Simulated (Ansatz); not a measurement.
# Is Li2Nb in the C11b ordering a stable metal?, part 3 of 3

The plan: relax Li2Nb in the C11b ordering, check its phonons, and, if the lattice is stable, compute its Eliashberg function and ρ(T).

Ansatz 0.2.0; DFT PBE, scalar-relativistic, plane waves, PAW.

So far, highest frequency, solved or plainly interpolated (cm⁻¹): step 5 (lattice stability: q 2×2×2, k 6×6×6) 419. Also lowest on path (cm⁻¹): step 5 -220. The relaxed cell has a = 2.663, c = 15.002 Å (conventional setting).

The structure was built from a prototype and need not be the compound's stable phase.

**6. Phonons by linear response: q 3×3×3, k 9×9×9**

An imaginary mode on so few k-points may come from the sampling, so the phonons are repeated with another q and k mesh.

Contents of input.yaml:

```yaml
crystal:
  lattice:
    - [2.6627767542, 0.0, -1.2943e-06]
    - [0.0, 2.6627767542, -1.2943e-06]
    - [1.3313920229, 1.3313920229, 7.5008170077]
  atoms:
    - { symbol: Nb, position: [0.0, 0.0, 0.0] }
    - { symbol: Li, position: [0.6633039286, 0.6633039286, 0.6733921428] }
    - { symbol: Li, position: [0.3366960714, 0.3366960714, 0.3266078572] }
kpoints:
  mp_grid: { grid: [9, 9, 9] }
hamiltonian:
  xc: pbe
scf:
  occupations: { method: methfessel_paxton, width: 0.2 }
output:
  eigenvalues: true
phonons:
  method: dfpt
  qmesh: [3, 3, 3]
  temperatures: { t_max: 1000, t_step: 50 }
  qpath:
    path:
      - [[0.0, 0.0, 0.0], [0.5, 0.5, 0.5], [0.5, 0.5, 0.75], [0.5, 0.0, 0.5], [0.0, 0.0, 0.0], [0.0, 0.0, 0.5], [0.48424704, 0.0, 0.74212352]]
      - [[0.51575296, 0.0, 0.25787648], [0.0, 0.0, 0.0]]
      - [[0.5, 0.5, 0.5], [0.51575296, 0.48424704, 0.5]]
      - [[0.48424704, 0.48424704, 0.98424704], [0.0, 0.0, 0.5]]
    npoints: 10
```

Run with:

```console
$ ansatz run input.yaml --threads 4 --pin off --max-ram 8192MiB --backend cpu --events-out ev --progress --plain --runs-dir out
```

Numbers of over 12 decimals in the logs are rounded to 6 here.

The program printed:

```text
[...]
Crystal: 3 atoms, lattice volume = 53.184 Å³
Basis set: ecut = 420 eV, 1029 PW (Γ), exchange–correlation on 36×36×108 points (8 copies of the dense FFT grid, shifted against one another)
Bands: 14, of which v1, the nominal top of the filled ones, is band 10 counted from 1 (9 counted from 0)
Symmetry: 16 space group operations
k-points: 205 of 729 (irreducible under 4 space group operations)
[...]
SCF iter   1: F=—  HF=-4960.741158 eV  |F-HF|=—  |Δ(HF+E_count)|=         —  Δρ=6.09e-3  dr2=1.25e-2  ethr=1.77e-3  ⟨swp⟩=4.7  Hψ=14024  notcnv=0
[...]
SCF iter   9: F=-4960.738660 eV  HF=-4960.738660 eV  |F-HF|=4.55e-12  |Δ(HF+E_count)|=  3.55e-11  S|Δr|=    0.00e0  Δρ=5.15e-8  dr2=6.00e-13  ethr=1.00e-12  ⟨swp⟩=4.0  Hψ=13189  notcnv=0
SCF 1 converged in 9 iterations: F = -4960.738660 eV  dr2 = 6.00e-13
[...]
SCF converged after 9 iterations
[...]
Free energy (F): -4960.738660 eV
[...]
Internal energy: -4960.734858 eV  (E = F + TS)
E sigma→0 (E₀):  -4960.737709 eV
Entropy (-TS):   -0.003802 eV (-1.267 meV/atom)
Fermi energy:    6.857967 eV
[...]
--- Band table (eV; the first three rows and the last of 205) ---
  k-point 0: bands = [... 6 lower, 2.1058, 4.0722, 4.2270, 5.4640, 6.1119, 10.4254, 10.4254, 12.4177]
  k-point 1: bands = [... 6 lower, 2.1147, 4.0565, 4.2270, 5.3555, 6.2590, 10.4256, 10.4256, 12.4177]
  k-point 2: bands = [... 6 lower, 2.1379, 4.0135, 4.2270, 5.1811, 6.5369, 10.4260, 10.4260, 12.3645]
  k-point 204: bands = [... 6 lower, 3.2012, 6.0041, 6.2034, 8.8277, 10.6686, 10.6921, 11.6792, 13.5397]
[...]
ASR residual: 2.578e-5 → 0.000e0 eV/Å²; symmetrization residual: 1.420e-6 eV/Å²
[...]
ASR residual per site (eV/Å²): 2.58e-5 2.00e-5 2.00e-5
  Γ frequencies (cm⁻¹): 0.00 0.00 0.00 167.45 167.45 176.17 176.17 270.94 320.27
--- Phonons (arbitrary-q DFPT): 10 irreducible q on the 3×3×3 mesh ---
[...]
interpolated dispersion: 94 rows × 9 modes
[...]
```

Wall time 5.4 min (4 threads of Intel Xeon Platinum 8375C at 2.90GHz (Ice Lake), shared host); peak memory 1.5 GiB.

Numbers from this step:

```
share of imaginary modes in the plain interpolation between solved wavevectors : 0.1438
highest frequency, solved or plainly interpolated                              : 407.6 cm⁻¹
```

Solved on the 3×3×3 mesh alone; all other wavevectors are interpolated. Phonon branches along the path, in cm⁻¹:

| point | branch 1 | branch 2 | branch 3 | branch 4 | branch 5 | branch 6 | branch 7 | branch 8 | branch 9 |
| --- | --- | --- | --- | --- | --- | --- | --- | --- | --- |
| Γ | 0 | 0 | 0 | 168 | 168 | 176 | 176 | 271 | 320 |
| X | 63 | 64 | 71 | 252 | 270 | 393 | 400 | 402 | 408 |
| P | 64 | 64 | 68 | 251 | 272 | 396 | 396 | 405 | 405 |
| N | -90 | -29 | 87 | 99 | 140 | 278 | 282 | 390 | 399 |
| Γ | 0 | 0 | 0 | 168 | 168 | 176 | 176 | 271 | 320 |
| M | 28 | 28 | 51 | 153 | 153 | 188 | 188 | 256 | 326 |
| S | -90 | -36 | 88 | 99 | 140 | 279 | 282 | 389 | 400 |
| jump to S0 | -90 | -36 | 88 | 99 | 140 | 279 | 282 | 389 | 400 |
| Γ | 0 | 0 | 0 | 168 | 168 | 176 | 176 | 271 | 320 |
| jump to X | 63 | 64 | 71 | 252 | 270 | 393 | 400 | 402 | 408 |
| R | 63 | 64 | 71 | 252 | 270 | 392 | 399 | 401 | 407 |
| jump to G | 63 | 64 | 71 | 252 | 270 | 392 | 399 | 401 | 407 |
| M | 28 | 28 | 51 | 153 | 153 | 188 | 188 | 256 | 326 |

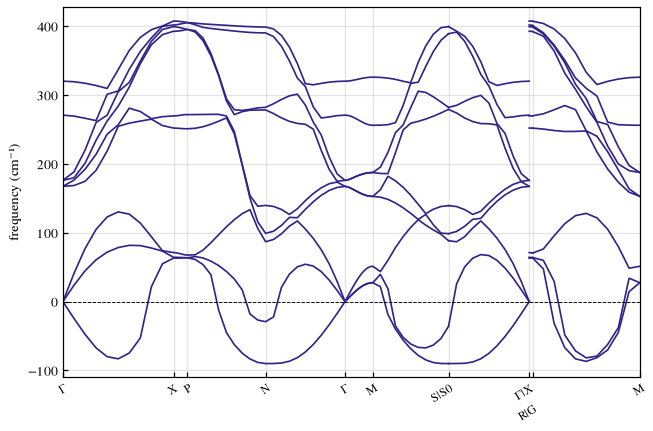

Phonon branches along the path.

Lowest modes at the softest wavevector of the mesh. The modes at q = (-0.333, 0.000, 0.000) (shares of kinetic energy by element, %) (negative means imaginary):

| mode | frequency (cm⁻¹) | Nb % | Li % |
| --- | --- | --- | --- |
| 1 | -85.2 | 90 | 10 |
| 2 | 44.3 | 98 | 2 |
| 3 | 113.7 | 7 | 93 |
| 4 | 123.8 | 99 | 1 |
| 5 | 126.6 | 3 | 97 |
| 6 | 260.7 | 1 | 99 |

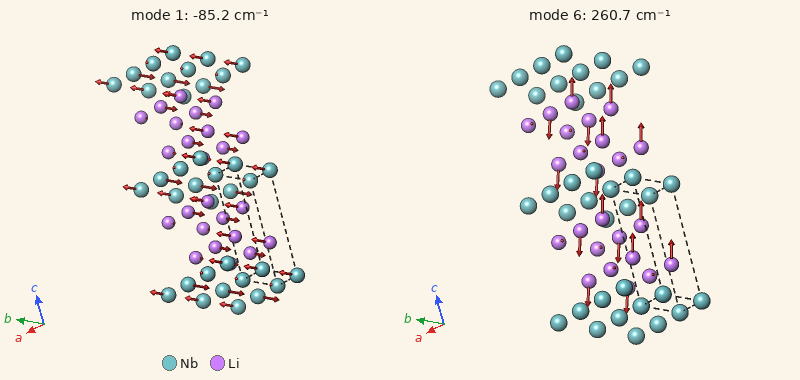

Displacement patterns of modes 1 and 6 at q = (-0.333, 0.000, 0.000); arrows are exaggerated. 3×2×2 cells are drawn. The axes are those of the cell as run, not the conventional ones. Some periodic images of atoms are drawn too.

The modes has structure finer than the step of the table below, so its rows give means over 25 cm⁻¹, whole bins alone (the curve runs from -100 to 429 cm⁻¹). Peaks (cm⁻¹: height): Li 189.6: 0.0211, 259.5: 0.0646, 316.1: 0.0413, 342.7: 0.0222, 396.0: 0.0383; Nb -80.1: 0.0357, 66.4: 0.0166, 126.4: 0.0330.

Phonopy on the run's constants, 21x21x7 mesh, Gaussian sigma 3.8 cm⁻¹. Modes against wavenumber; means over each step; values in 1/cm⁻¹/cell:

| wavenumber (cm⁻¹) | Li | Nb |
| --- | --- | --- |
| -75 | 8.4e-4 | 0.0257 |
| -50 | 6.2e-4 | 0.0125 |
| -25 | 3.3e-4 | 0.00776 |
| 0 | 9.9e-5 | 0.00170 |
| 25 | 3.3e-4 | 0.00745 |
| 50 | 4.4e-4 | 0.0133 |
| 75 | 4.3e-4 | 0.0114 |
| 100 | 0.00360 | 0.00970 |
| 125 | 0.00627 | 0.0223 |
| 150 | 0.0116 | 0.00222 |
| 175 | 0.0116 | 5.9e-4 |
| 200 | 0.0118 | 3.4e-4 |
| 225 | 0.00991 | 1.9e-4 |
| 250 | 0.0348 | 4.7e-4 |
| 275 | 0.0392 | 5.2e-4 |
| 300 | 0.0237 | 2.4e-4 |
| 325 | 0.0213 | 1.8e-4 |
| 350 | 0.0152 | 4.0e-5 |
| 375 | 0.0227 | 5.7e-5 |
| 400 | 0.0250 | 3.9e-5 |

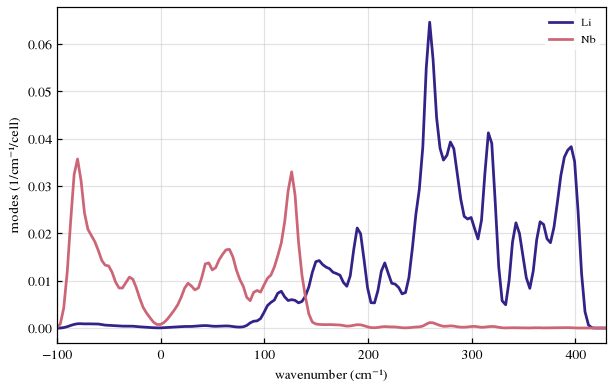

Modes, plotted against wavenumber.

No LO-TO term; unit eigenvectors of the mass-weighted matrix. The modes at Γ (shares of kinetic energy by element, %):

| mode | frequency (cm⁻¹) | symmetry | Nb % | Li % |
| --- | --- | --- | --- | --- |
| 1 | 0.0 | unnamed | 87 | 13 |
| 2 | 0.0 | unnamed | 87 | 13 |
| 3 | 0.0 | unnamed | 87 | 13 |
| 4 | 167.5 | Eu | 13 | 87 |
| 5 | 167.5 | Eu | 13 | 87 |
| 6 | 176.2 | Eg | 0 | 100 |
| 7 | 176.2 | Eg | 0 | 100 |
| 8 | 270.9 | A2u | 13 | 87 |
| 9 | 320.3 | A1g | 0 | 100 |

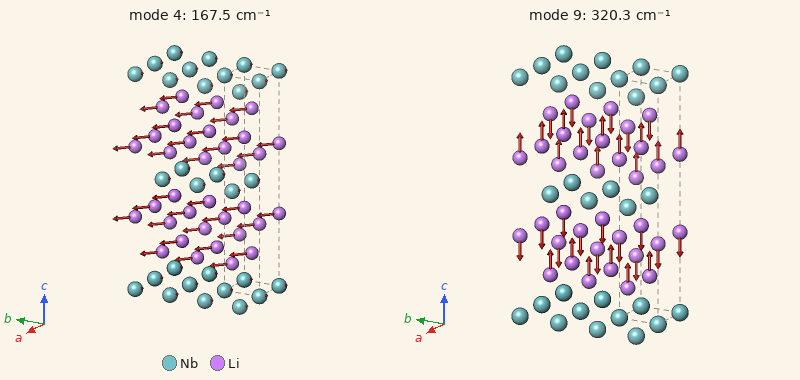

Displacement patterns of modes 4 and 9 at Γ; arrows are exaggerated. 2×3×1 conventional cells are drawn. Some periodic images of atoms are drawn too.

Among the solved wavevectors the lowest mode, translations apart, is -85.2 cm⁻¹, imaginary.

**7. Results**

* phonon run of the rows without a label of their own: PBE, q 3×3×3, k 9×9×9
* softest mode on the q mesh: -85.2 cm⁻¹ at q = (-0.333, 0, 0)
* highest frequency, solved or plainly interpolated: 408 cm⁻¹

The lattice is dynamically unstable at this level: a mode at q = (-0.333, 0, 0) is imaginary, 85.2i cm⁻¹, so no harmonic coupling constant or resistivity is defined for this structure. These meshes are coarse, and single modes of a metal can move by tens of cm⁻¹ with the k mesh. The coarser mesh found an imaginary mode at another wavevector, which this mesh lacks. The structure was built by hand as an ordered model, and its stability against other phases was not tested.

[Logs are printed without paths, hosts, clocks, repeated set-up lines and the standing remarks that a program may print on its own settings, such as how far it seeks lower states.]

[Hosts, paths, dates, database ids (printed as entryN), source tags and the programs' standing remarks are cut or masked in the printed files.]
